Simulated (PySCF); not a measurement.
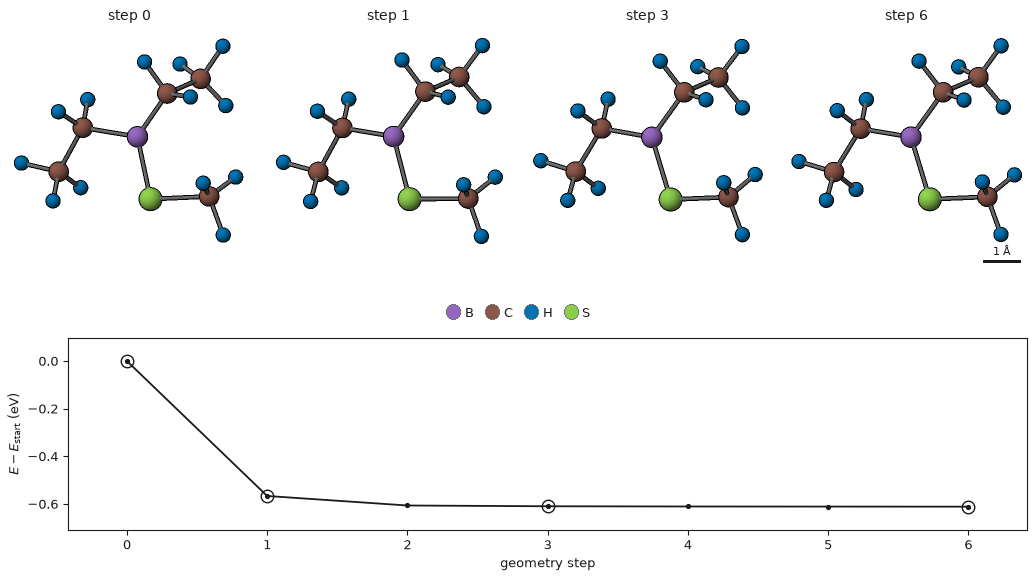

Frames of a relaxation of C5H13BS, marked on the history of the run. A ball-and-stick model, seen at a tilt.

The start comes from GFN2-xTB. Its atoms were then displaced at random by about 0.03 Å.

The calculation used PBE0-D3(BJ)/def2-SVP geometry optimisation, gas phase in PySCF. 

Q: Describe the path.

A: An H atom moves most after the best rigid fit: 0.13 Å. Largest moves by element: H 0.13 Å, B 0.10 Å, C 0.09 Å, S 0.08 Å. Some distances before and after: B–C 1.659 → 1.577 Å, B–C 1.500 → 1.580 Å, C–H 1.041 → 1.102 Å, C–H 1.160 → 1.101 Å. Among the angles between lasting bonds that change: H–C–H 114.0° → 106.9°, B–C–H 111.0° → 104.7°, B–C–H 118.4° → 112.2°. Over 6 geometry steps the energy falls by 0.611 eV. From step 0 to 1: an H atom moves most (0.09 Å), energy −0.566 eV. From step 1 to 3: H atoms move most (0.08 Å), energy −0.043 eV. From step 3 to 6: an H atom moves most (0.08 Å), energy −0.002 eV.

| step | E − E(0), eV |
| --- | --- |
| 0 | 0.0000 |
| 1 | -0.5663 |
| 2 | -0.6063 |
| 3 | -0.6096 |
| 4 | -0.6104 |
| 5 | -0.6109 |
| 6 | -0.6112 |
